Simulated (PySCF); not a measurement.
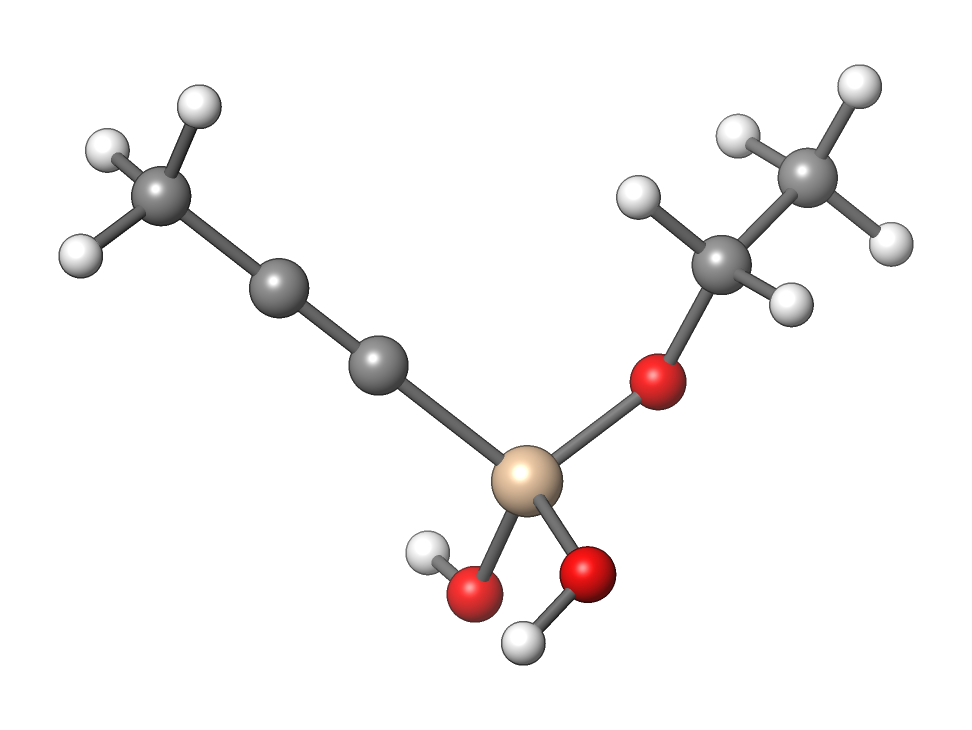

Ball-and-stick drawing of a structure. Colours: carbon grey, silicon light orange, oxygen red, hydrogen white.

Count the atoms of each element.

C₅H₁₀O₃Si, 19 atoms: 5 carbon, 10 hydrogen, 3 oxygen and 1 silicon.

Write the SMILES.

CC#C[Si](O)(O)OCC

Which point group does it belong to?

C1.

The parts below concern this one geometry. Atoms keep their numbers from picture to picture. The geometry was computed by an optimisation with PBE0-D3(BJ)/def2-SVP. No frequency run is at hand to confirm it as a minimum.

Shape

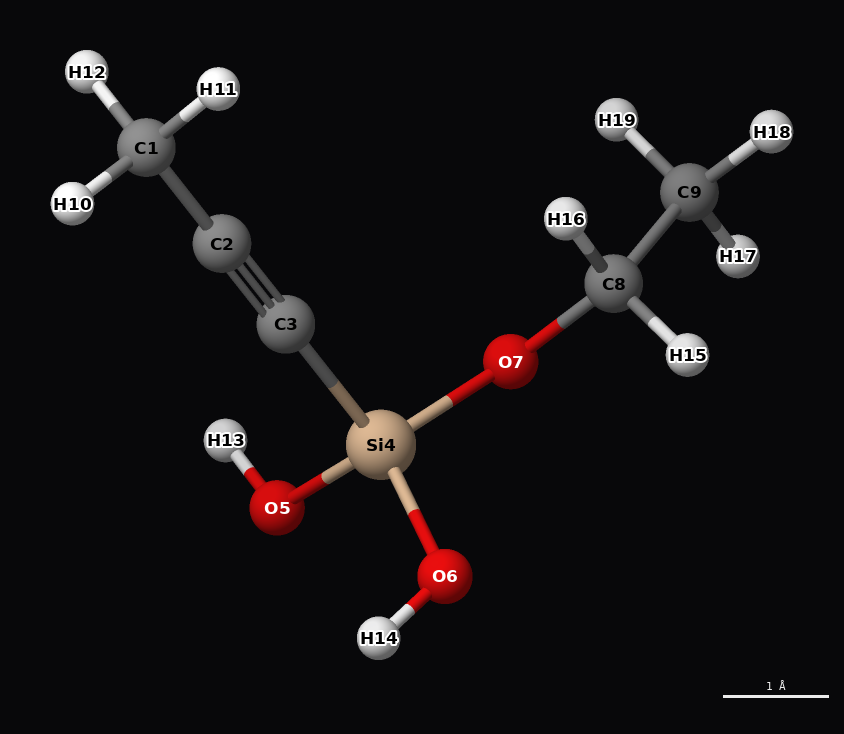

The atoms are numbered. No frequency run is at hand to confirm it as a minimum.

Estimate the angles C1–C2–C3, C2–C1–H11, C2–C3–Si4, C3–Si4–O5, C3–Si4–O6, C3–Si4–O7, Si4–O5–H13, O5–Si4–O6, O7–C8–C9, O7–C8–H15, C8–C9–H18, C9–C8–H15.

```csv
angle,degrees
C1–C2–C3,179.7
C2–C1–H11,110.9
C2–C3–Si4,179.6
C3–Si4–O5,110.3
C3–Si4–O6,111.3
C3–Si4–O7,109.2
Si4–O5–H13,116.1
O5–Si4–O6,108.2
O7–C8–C9,109.5
O7–C8–H15,109.5
C8–C9–H18,110.7
C9–C8–H15,110.3
```

Dipole moment

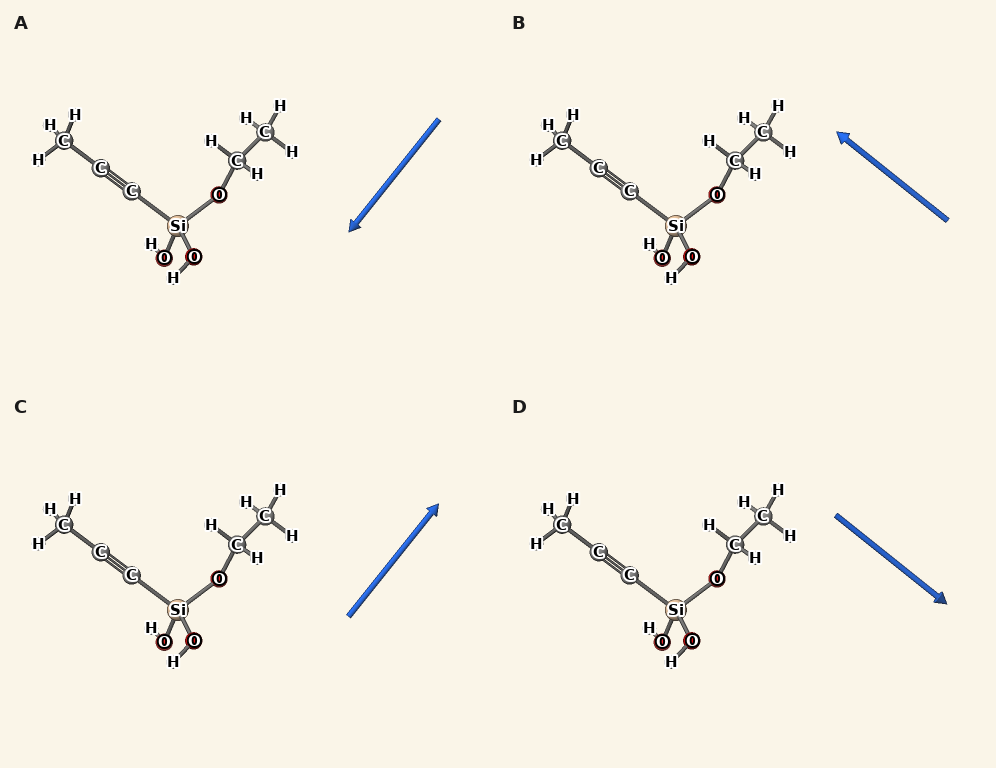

The same molecule four times, each with an arrow. No frequency run is at hand to confirm it as a minimum. Properties computed with CAM-B3LYP/def2-SVPD, gas phase (PySCF 2.14.0).

Which arrow points along the dipole moment, from the negative to the positive end?

B. The dipole moment is 3.60 D.

Excitation

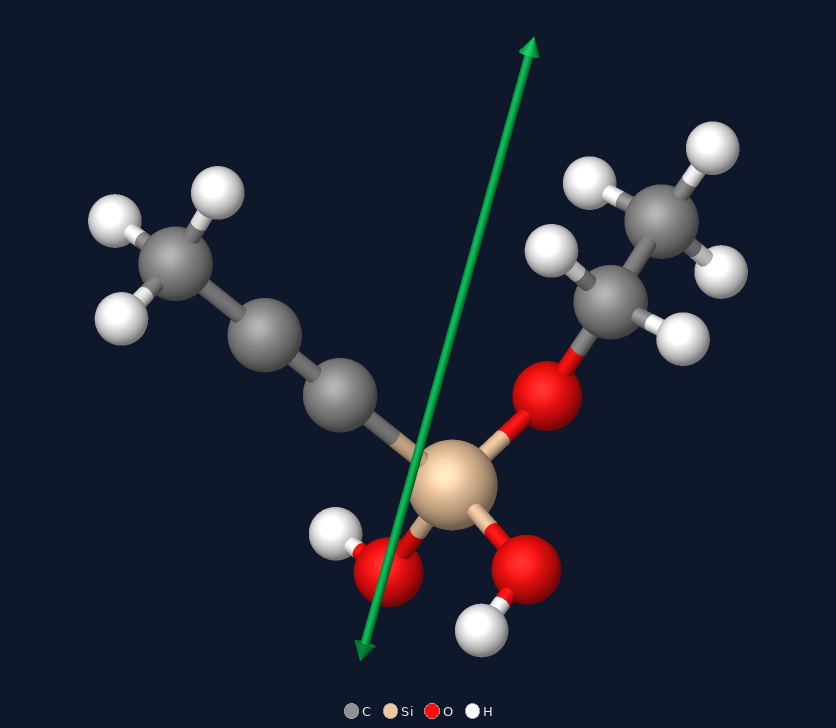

The double arrow shows the direction of the transition dipole to excited singlet state 5 (its length means nothing). No frequency run is at hand to confirm it as a minimum. Method: TDDFT CAM-B3LYP/def2-SVPD, vertical, gas phase, core orbitals frozen in the response (PySCF 2.14.0).

Give its energy, strength and character.

7.22 eV (172 nm), oscillator strength 0.019, mainly HOMO−1 → LUMO (weight 0.68); transition dipole 0.84 D.

Quadrupole coupling

No frequency run is at hand to confirm it as a minimum. Electric field gradients from the ground-state density, PBE0/pcSseg-1 (PySCF 2.14.0), non-relativistic apart from any core potentials.

Give the largest field-gradient component, the quadrupole coupling constant and the asymmetry for 17O at O5 (Q = −25.6 mb), 17O at O6 (Q = −25.6 mb), 17O at O7 (Q = −25.6 mb), 2H at H10 (Q = 2.86 mb), 2H at H11 (Q = 2.86 mb), 2H at H12 (Q = 2.86 mb), 2H at H13 (Q = 2.86 mb).

```csv
atom,V_zz (a.u.),e²qQ/h (MHz),η
O5,1.485,−8.93,0.58
O6,1.493,−8.98,0.59
O7,1.669,−10.04,0.45
H10,0.289,0.194,0.03
H11,0.288,0.194,0.03
H12,0.288,0.194,0.03
H13,0.485,0.326,0.07
```
